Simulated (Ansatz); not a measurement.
Consider CaLa$_{3}$.

Input

```
crystal:
  lattice:
    - [5.1668942151, 0.0, 0.0]
    - [0.0, 5.1668942151, 0.0]
    - [0.0, 0.0, 5.1668942151]
  atoms:
    - { symbol: Ca, position: [0.0, 0.0, 0.0] }
    - { symbol: La, position: [0.0, 0.5, 0.5] }
    - { symbol: La, position: [0.5, 0.0, 0.5] }
    - { symbol: La, position: [0.5, 0.5, 0.0] }
basis:
  ecutwfc: 420
kpoints:
  mp_grid: { grid: [10, 10, 10] }
hamiltonian:
  xc: pbe
scf:
  occupations: { method: gaussian, width: 0.1 }
output:
  forces: true
  stress: true
  eigenvalues: true
  write_density: true
  write_potential: true
  elf: true
  volumetric_format: npy
```

Run with:

```sh
ansatz run input.yaml --threads 1 --pin off --max-ram 2560MiB --backend cpu --events-out ev --progress --plain --runs-dir out
```

Below, planes, directions and counts refer to the conventional cell (a = 5.17 Å, b = 5.17 Å, c = 5.17 Å, α = 90.00°, β = 90.00°, γ = 90.00°).

Space group Pm-3m; a structure generated by program, which may or may not match a known phase; changed on purpose from its base cell (volume × 0.91); computed pressure about 3 GPa in this cell; computed without spin polarisation.

These are results of DFT PBE, scalar-relativistic, plane waves, PAW in Ansatz, not measurements.

**What can the converged valence pseudo-density and electron localisation function tell about the bonding?**

Ca–La (3.65 Å): ρ is about 0.09 e/Å³ halfway; the ELF is about 0.20 at the midpoint: no shared electron pair shows on this line.

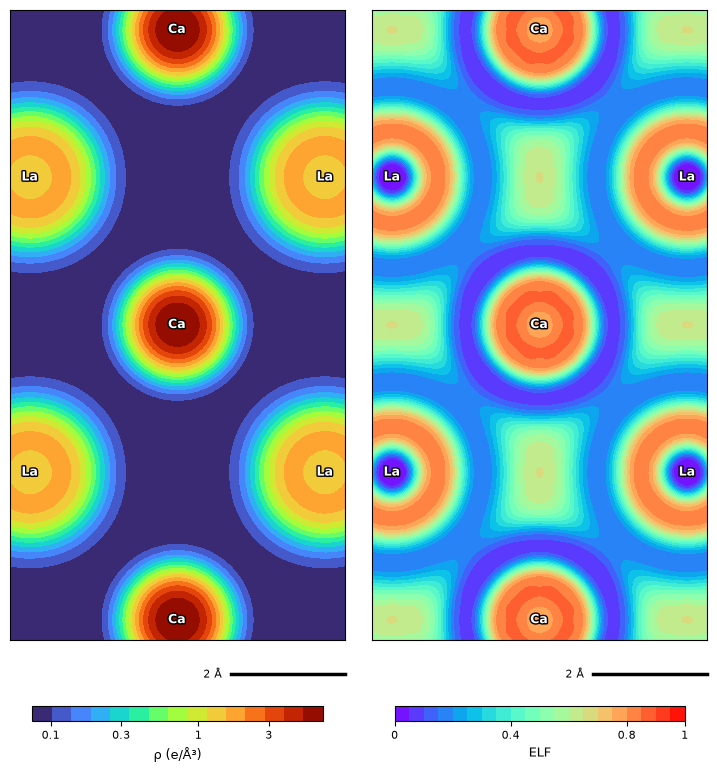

Computed valence pseudo-density and electron localisation function on the (100) plane of the conventional cell, in this order. 

The density is the valence pseudo-density of a PAW calculation; it isn't the true density close to the nuclei.
